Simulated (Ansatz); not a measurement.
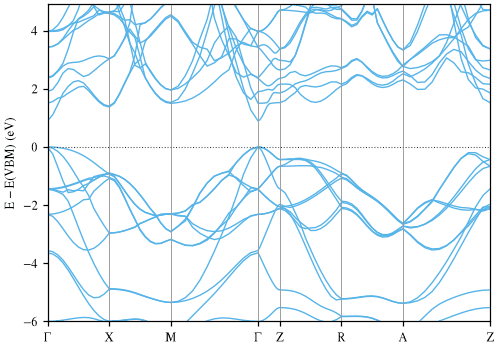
Figure: Band structure from DFT-PBE in the program Ansatz with PAW potentials

Question: Read off the gap and where the band edges lie.

Answer: About 0.9 eV (0.90 eV by a search for the band edges); maximum at Γ, minimum at Γ.

Question: Which compound is it?
A) Al3GaAs4, P-4m2 (Pearson symbol tP8)
B) AlGaAs2, P-4m2 (Pearson symbol tP8)
C) AlGa3As4, P-4m2 (Pearson symbol tP8)
D) Ba2Ti2N3F3, P-4m2 (Pearson symbol tP10)

Answer: B, AlGaAs2, P-4m2 (Pearson symbol tP8)

The start of the workflow was typed in or built on a structure type; neither database checked (COD, Materials Project) lists it. Its standing as an ambient phase is unchecked. The cell was relaxed with PBE under the symmetry of its start; whether a distortion lowers the energy is not shown. Scalar-relativistic: spin–orbit coupling is off unless named, which matters more the heavier the elements.

Potentials: the earlier of the program's two PAW sets.
